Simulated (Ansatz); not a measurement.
**How methods differ on CH2BF (SMILES B[C]F)**

The species is CH2BF (5 atoms), meant as a triplet with charge 0. As SMILES, `B[C]F`. Geometry: relaxed at GFN2-xTB.

```xyz
5

B    -0.5056   -0.2501   -0.1209
C     0.8999    0.1798   -0.2454
F     1.7161    0.8967    0.4901
H    -0.9948   -0.9049   -0.9535
H    -1.1156    0.0785    0.8297
```

Each level gives the energy change with the B1–H4 bond stretched from 1.167 to 2.333 Å (eV). The values are calculated.

```
           level                    kind  program  value (eV)  less FCI/STO-3G  CPU time (all runs)
      UHF/STO-3G            Hartree–Fock   Ansatz        4.90            +0.25               0.34 s
   USVWN5/STO-3G                     LDA   Ansatz        5.30            +0.65                  2 s
    UBLYP/STO-3G                     GGA   Ansatz        4.93            +0.28                3.7 s
   UB3LYP/STO-3G           global hybrid   Ansatz        5.28            +0.63                4.5 s
   UBHLYP/STO-3G           global hybrid   Ansatz        5.48            +0.83                4.3 s
U-wB97M-V/STO-3G  range-separated hybrid   Ansatz        5.63            +0.98                 24 s
  UB2PLYP/STO-3G           double hybrid   Ansatz        5.39            +0.74                4.3 s
      FCI/STO-3G      exact in the basis   Ansatz        4.65             0.00              1.9 min
```

FCI/STO-3G is exact within its basis and frozen core, so for wave-function methods in that basis the difference is their error; functionals converge differently with the basis, so for them it is only a difference. The first shape isn't each level's own minimum. The values span 4.65 to 5.63 eV. Spin contamination of the reference (⟨S²⟩ at least 0.1 too high) touches UHF/STO-3G, UBLYP/STO-3G, UB3LYP/STO-3G, UBHLYP/STO-3G, U-wB97M-V/STO-3G, UB2PLYP/STO-3G. All rows use very small basis sets, so none should be taken for the real molecule's value. Times are those of the runs behind each value, whatever else they computed, on shared processors of several kinds: orders of magnitude only.

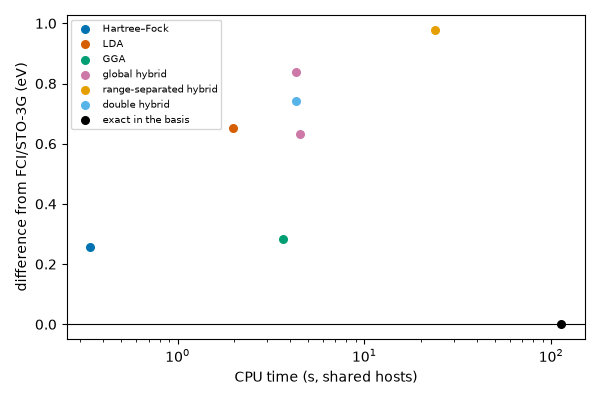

Difference from FCI/STO-3G against processor time, one point a level.
